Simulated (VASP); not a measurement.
Band structure of NaF (rock salt). Calculation: rev-vdW-DF2, VASP's PBE PAW potentials (set 64) (plane waves; VASP).

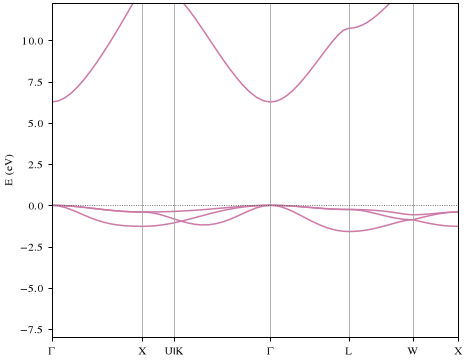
*Bands along high-symmetry lines, zero at the valence-band maximum or, without a gap, the Fermi level*

Task: Read the plot: is there a gap, and where are the band edges?

Result: The gap is direct, 6.26 eV, from the valence maximum at Γ to the conduction minimum at Γ. (Edges off the drawn lines would not show.)

Measured: gap 11.70 eV (computed value off by -5.44 eV), as given by David Koller et al., Journal of Physics Condensed Matter (2013), arXiv:1304.4470.

The compound is NaF in the rock salt structure. It was relaxed first.
